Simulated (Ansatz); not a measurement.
# CHMgN (SMILES [C-]#[N+][MgH]): what the fields show

```yaml
atoms:
  - { symbol: C, position_ang: [0.0000, 0.0000, -2.2715] }
  - { symbol: Mg, position_ang: [0.0000, 0.0000, 0.8397] }
  - { symbol: N, position_ang: [0.0000, 0.0000, -1.0902] }
  - { symbol: H, position_ang: [0.0000, 0.0000, 2.5220] }
```

Geometry: PBE0-D3(BJ)/def2-SVP.

All numbers below come from Ansatz 0.2.0, isolated molecule in a Gaussian basis; Kohn-Sham density functional theory, functional PBE0.

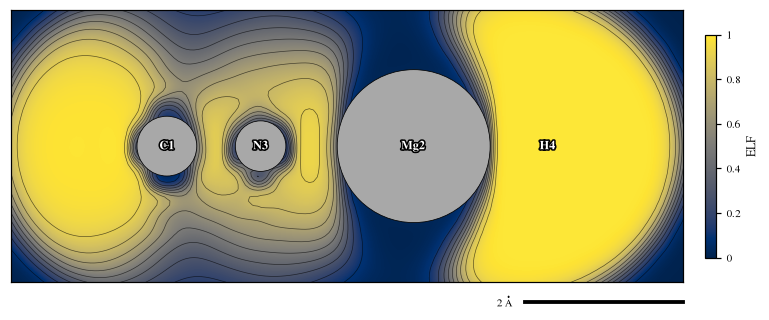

Figure 1. ELF on a plane that holds the molecular axis. Grey discs cover the atomic cores.

**What do the fields say about this system?**

Atoms in the plane: C, Mg, N and H.
C–N (1.18 Å): the ELF peaks at about 0.90 between the atoms; a multiple bond.
Mg–N (1.93 Å): the ELF peaks at about 0.95 in the valence shell of N, 0.7 Å from its nucleus, and falls to about 0.10 next to Mg: a largely ionic contact.
Mg–H (1.68 Å): the ELF climbs to about 1 towards the hydrogen.
The ELF also peaks beside C1, away from the bonds: lone-pair regions.

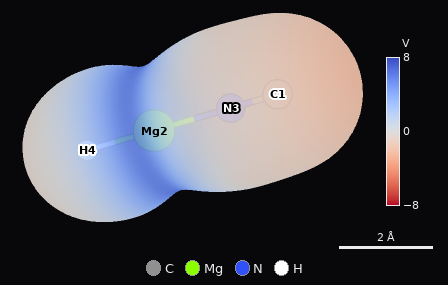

Figure 2. The molecular electrostatic potential painted on the density surface at 0.002 e/bohr³, seen at a tilt; the colour scale runs from red (negative) to blue (positive).

**Describe the electrostatic potential map.**

The most negative region (about −2.1 V) lies over C1, the most positive (about +6.0 V) over Mg2.

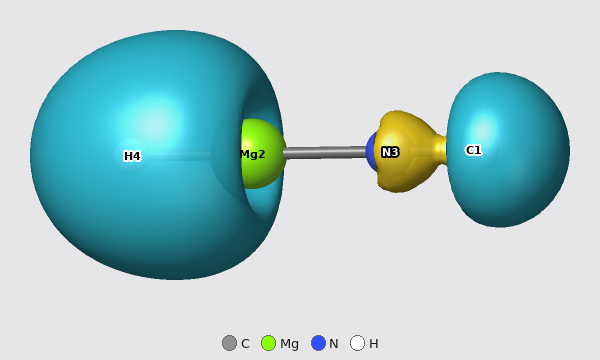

Figure 3. The HOMO−1 at ±0.08 Å⁻³ᐟ² (yellow and cyan are the two phases), seen from one side.

**Describe this orbital and give its energy.**

Its weight (Hirshfeld) is mainly on H4 (about 50 %), Mg2 (about 35 %) and C1 (about 10 %); it is of σ type. Its energy is −8.72 eV.
